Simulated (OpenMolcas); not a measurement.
# NaI (Sodium Iodide): a chain of runs

We compute a single-point energy (HF/ANO-RCC-MB), then the energy (CASSCF(8,8)/ANO-RCC-VQZP), then a single-point energy (CASPT2(8,8)/ANO-RCC-VQZP) of NaI (Sodium Iodide). 

The calculation is run with OpenMolcas 26.06.

## Step 1: The molecule

NaI: 2 atoms, total charge 0, spin state singlet. As SMILES, `[Na][I]`. The shape is that of a PBE0-D4/def2-TZVP optimisation.

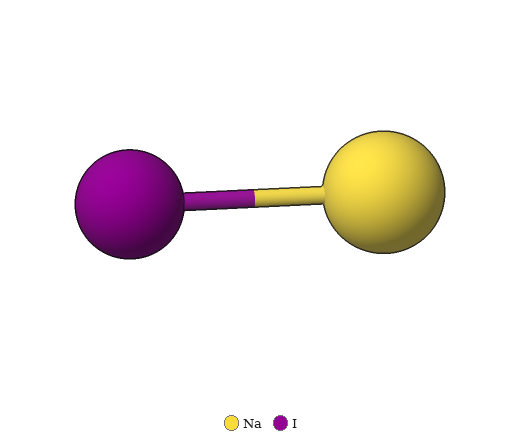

Viewed from a chosen angle; sodium yellow, iodine purple.

## Step 2: A single-point energy at HF/ANO-RCC-MB (DKH2) (run 1)

step1.inp

```
* INa Hartree-Fock
>>> EXPORT MOLCAS_PRINT=2
&GATEWAY
Coord
2
bohr
Na     0.00000000     0.00000000     0.08373376
I      0.00000000     0.00000000     5.21339533
Basis = ANO-RCC-MB
Group = NoSym
&SEWARD
&SCF
PrOrbitals = 0
```

Run with:

```
$ export MOLCAS_MEM=1860
$ pymolcas step1.inp > step1.log
```

The log of the run (excerpt; [...] marks lines left out):

```text
--- Start Module: gateway ---
[...]
--- Stop Module: gateway /rc=_RC_ALL_IS_WELL_ ---
--- Start Module: seward ---
[...]
      Basis functions           36
--- Stop Module: seward /rc=_RC_ALL_IS_WELL_ ---
[...]
--- Start Module: scf ---
[...]
       Convergence after   8 Iterations
[...]
::    Total SCF energy                              -7272.9977434080
[...]
      Total spin, S                                     0.0000000000
[...]
      Total electronic charge=   64.000000
      Total            charge=   -0.000000
[...]
      Dipole Moment (debye):
      Origin of the operator (angstrom)=    0.0000    0.0000    2.3425
                   X= -5.7584E-13               Y=  1.0305E-11               Z= -1.0026E+01           Total=  1.0026E+01
      Quadrupole Moment (debye*angstrom):
[...]
--- Stop Module: scf /rc=_RC_ALL_IS_WELL_ ---
[...]
```

Wall time 3.3 s (1 thread of Arm Neoverse V1, shared host); peak memory 0.42 GiB.

## Step 3: A single-point energy at CASSCF(8,8)/ANO-RCC-VQZP (DKH2, RICD fitting) (run 2)

step2.input

```
>>> EXPORT MOLCAS_PRINT=2
&GATEWAY
COORD
2
bohr
Na     0.00000000     0.00000000     0.08373376
I      0.00000000     0.00000000     5.21339533
BASIS = ANO-RCC-MB
GROUP = NoSym
&SEWARD
&RASSCF
FILEORB = $CurrDir/step1.ScfOrb
SPIN = 1
NACTEL = 8 0 0
INACTIVE = 28
RAS2 = 8
ORBLISTING = Nothing
>>> COPY $Project.RunFile RUNFIL1
>>> COPY $Project.RasOrb INPORB
&GATEWAY
COORD
2
bohr
Na     0.00000000     0.00000000     0.08373376
I      0.00000000     0.00000000     5.21339533
BASIS = ANO-RCC-VQZP
GROUP = NoSym
RICD
&SEWARD
>>> COPY $Project.RunFile RUNFIL2
&EXPBAS
&RASSCF
FILEORB = $Project.ExpOrb
SPIN = 1
NACTEL = 8 0 0
INACTIVE = 28
RAS2 = 8
ORBLISTING = Nothing
ORBAPPEAR = Compact
```

Run with:

```
$ export MOLCAS_MEM=1860
$ pymolcas step2.input > step2.log
```

The log of the run (excerpt; [...] marks lines left out):

```text
--- Start Module: gateway ---
[...]
--- Stop Module: gateway /rc=_RC_ALL_IS_WELL_ ---
[...]
      Basis functions           36
[...]
      Number of active orbitals                  8
[...]
      Spin quantum number                      0.0
[...]
      Active orbitals                            8
[...]
      Number of CSFs                          1764
[...]
      Number of root(s) required                 1
[...]
      Convergence after  5 iterations
[...]
      printout of CI-coefficients larger than  0.05 for root  1
      energy=   -7273.004707
      conf/sym  11111111     Coeff  Weight
             1  22220000   0.99316 0.98636
            97  20220002  -0.05926 0.00351
      Natural orbitals and occupation numbers for root  1
      sym 1:   1.999380   1.985429   1.993520   1.993520   0.000797   0.006234   0.006234   0.014885
      ************************************************************************************************************************
      *                                                    Final results                                                     *
[...]
::    RASSCF root number  1 Total energy:  -7273.00470722
[...]
      Basis functions          152
[...]
--- Start Module: expbas ---
[...]
--- Stop Module: expbas /rc=_RC_ALL_IS_WELL_ ---
--- Start Module: rasscf ---
[...]
 ###    WARNING: Large orbital rotation.                                     ###
 ###############################################################################
      Molecular orbital  33 of symmetry 1 MO space 2  weight is    0.344067
[...]
      Convergence after 31 iterations
[...]
      Natural orbitals and occupation numbers for root  1
      sym 1:   1.996360   1.968274   1.986375   1.986375   0.007324   0.017815   0.017815   0.019662
      ************************************************************************************************************************
      *                                                    Final results                                                     *
[...]
::    RASSCF root number  1 Total energy:  -7273.06624621
[...]
      Total electronic charge=   64.000000
      Total            charge=   -0.000000
[...]
      Dipole Moment (debye):
      Origin of the operator (angstrom)=    0.0000    0.0000    2.3425
                   X= -1.3560E-09               Y= -1.8094E-09               Z= -9.3445E+00           Total=  9.3445E+00
      Quadrupole Moment (debye*angstrom):
[...]
--- Stop Module: rasscf /rc=_RC_ALL_IS_WELL_ ---
[...]
```

Wall time 95 s (1 thread of Arm Neoverse V1, shared host); peak memory 0.46 GiB.

## Step 4: A single-point energy at CASPT2(8,8)/ANO-RCC-VQZP (DKH2, RICD fitting, ipea shift 0.25 Eh, pt2 variant SS) (run 3)

step3.input

```
* INa CASPT2
&GATEWAY
Coord
2
bohr
Na     0.00000000     0.00000000     0.08373376
I      0.00000000     0.00000000     5.21339533
Basis
ANO-RCC-VQZP
Group
NoSym
RICD
&SEWARD
&RASSCF
FileOrb
$CurrDir/step2.RasOrb
Spin
1
Nactel
8 0 0
Inactive
28
Ras2
8
OrbListing
Nothing
OrbAppear
Compact
&CASPT2
Imaginary
0.2
```

Run with:

```
$ export MOLCAS_MEM=1860
$ pymolcas step3.input > step3.log
```

The log of the run (excerpt; [...] marks lines left out):

```text
--- Start Module: gateway ---
[...]
--- Stop Module: gateway /rc=_RC_ALL_IS_WELL_ ---
[...]
      Basis functions          152
[...]
--- Start Module: rasscf ---
[...]
      Number of active orbitals                  8
[...]
      Spin quantum number                      0.0
[...]
      Active orbitals                            8
[...]
      Number of CSFs                          1764
[...]
      Number of root(s) required                 1
[...]
      Convergence after  5 iterations
[...]
      printout of CI-coefficients larger than  0.05 for root  1
      energy=   -7273.066246
      conf/sym  11111111     Coeff  Weight
             1  22220000  -0.98446 0.96917
            97  20220002   0.05860 0.00343
           129  2u2u00dd   0.06444 0.00415
           140  2uu20d0d  -0.06444 0.00415
      Natural orbitals and occupation numbers for root  1
      sym 1:   1.996360   1.968272   1.986375   1.986375   0.007323   0.017816   0.017816   0.019663
      ************************************************************************************************************************
      *                                                    Final results                                                     *
[...]
::    RASSCF root number  1 Total energy:  -7273.06624621
[...]
      Total electronic charge=   64.000000
      Total            charge=   -0.000000
[...]
      Dipole Moment (debye):
      Origin of the operator (angstrom)=    0.0000    0.0000    2.3425
                   X= -4.5521E-10               Y= -2.3071E-10               Z= -9.3447E+00           Total=  9.3447E+00
      Quadrupole Moment (debye*angstrom):
[...]
--- Stop Module: rasscf /rc=_RC_ALL_IS_WELL_ ---
[...]
--- Start Module: caspt2 ---
[...]
      E2 (Variational):          -0.7899583619
      Total energy:           -7273.8562045697
[...]
      Reference weight:           0.88497
[...]
::    CASPT2 Root  1     Total energy:  -7273.85620457
[...]
--- Stop Module: caspt2 /rc=_RC_ALL_IS_WELL_ ---
[...]
```

Run time: 60 s. Hardware: 1 thread of Arm Neoverse V1, shared host; peak memory 0.51 GiB.

## Step 5: Results

| quantity | value |
| --- | --- |
| run 1, HF/ANO-RCC-MB: total energy | -7272.99774 Eh |
| run 1, HF/ANO-RCC-MB: dipole moment | 10.03 D |
| run 1, HF/ANO-RCC-MB: HOMO energy | -7.87 eV |
| run 1, HF/ANO-RCC-MB: LUMO energy | -0.43 eV |
| run 1, HF/ANO-RCC-MB: HOMO–LUMO gap | 7.44 eV |
| run 2, CASSCF(8,8)/ANO-RCC-VQZP: total energy | -7273.06625 Eh |
| run 2, CASSCF(8,8)/ANO-RCC-VQZP: dipole moment (CASSCF density) | 9.34 D |
| run 3, CASPT2(8,8)/ANO-RCC-VQZP: total energy | -7273.85620 Eh |
| run 3, CASPT2(8,8)/ANO-RCC-VQZP: dipole moment (CASSCF density) | 9.34 D |
